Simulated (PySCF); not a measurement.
C₄H₉ClOSi (SMILES C=C(OC)[C@H]([SiH3])Cl)

Input file:

```
{"job": {"xc": "CAM-B3LYP", "basis": "pcSseg-1", "solvent": "dichloromethane", "kind": "nmr", "pop": true}, "charge": 0, "multiplicity": 1}
C      0.986657    -1.675745     0.362309
C      0.217280    -0.602557     0.234483
O      0.595231     0.619876    -0.239434
C      1.931053     0.809920    -0.634586
C     -1.230812    -0.547960     0.577838
Si    -2.035096     0.967535    -0.274291
Cl    -1.401429    -0.310850     2.353520
H      0.572669    -2.585911     0.753634
H      2.030699    -1.692364     0.108876
H      2.616458     0.648500     0.203058
H      2.001847     1.843086    -0.969886
H      2.199314     0.138576    -1.456580
H     -1.717036    -1.499748     0.372170
H     -1.524088     2.194642     0.317423
H     -3.470865     0.840680    -0.010498
H     -1.779478     0.861265    -1.709447
```

Run with:

```sh
OMP_NUM_THREADS=1 python ens_run.py task.json out
```

Geometry: GFN2-xTB.

Method: CAM-B3LYP/pcSseg-1, SCF density, in a dichloromethane solvent model, non-relativistic in PySCF 2.14.0.

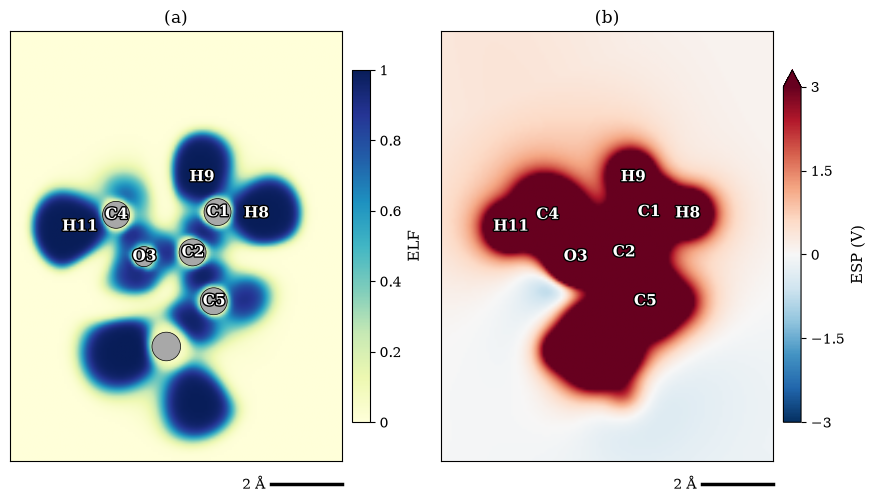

Figure 1. (a) ELF; (b) molecular electrostatic potential on the plane of atoms C1, C2 and O3. Grey discs cover the atomic cores in the ELF map.

**What does the map show?**

- Atoms in the plane: C, O and H.
- C–C (1.33 Å): the ELF peaks at about 0.90 between the atoms (a multiple bond).
- C–O (1.36 Å): the ELF peaks at about 0.90 between the atoms: a shared but strongly polarised pair.
- C–H (1.07 Å): the ELF climbs to about 1 towards the hydrogen, as it does in any bond to H: an ordinary covalent bond to hydrogen.
- C–O (1.41 Å): the ELF peaks at about 0.90 between the atoms; a polar covalent bond.
- C–C (1.49 Å): the ELF peaks at about 0.95 between the atoms; a covalent bond.
- The ELF also peaks beside O3, away from the bonds: lone-pair regions.
- Outside the dense part of the molecule the potential is most negative (−0.7 V) near O3.

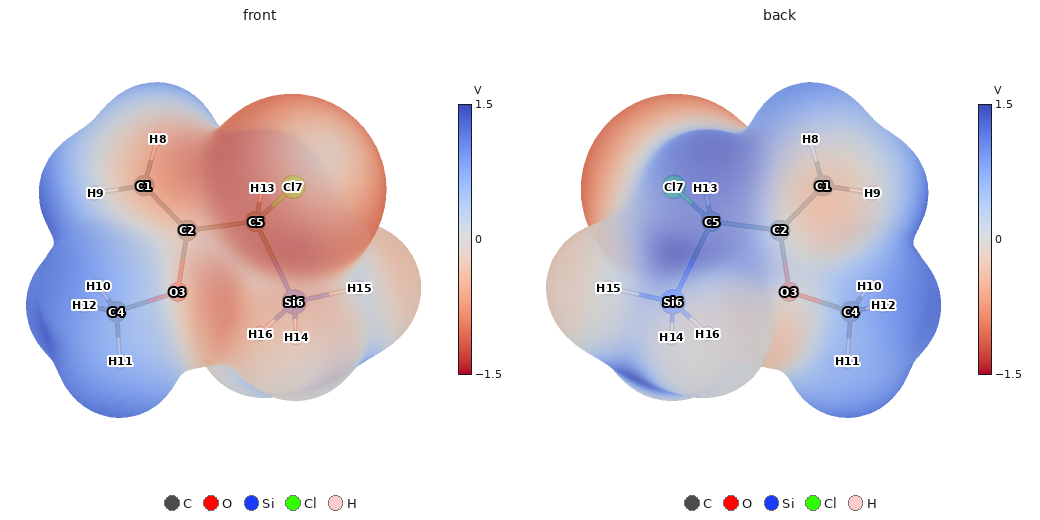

Figure 2. The molecular electrostatic potential painted on the density surface at 0.002 e/bohr³, seen from the front and from behind; red is negative and blue positive.

**Where is the surface potential most negative and most positive?**

The most negative region (about −1.0 V, or −23 kcal/mol for a unit charge) lies over Cl7, the most positive (about +1.3 V, or +30 kcal/mol for a unit charge) over C4, Si6 and H9.
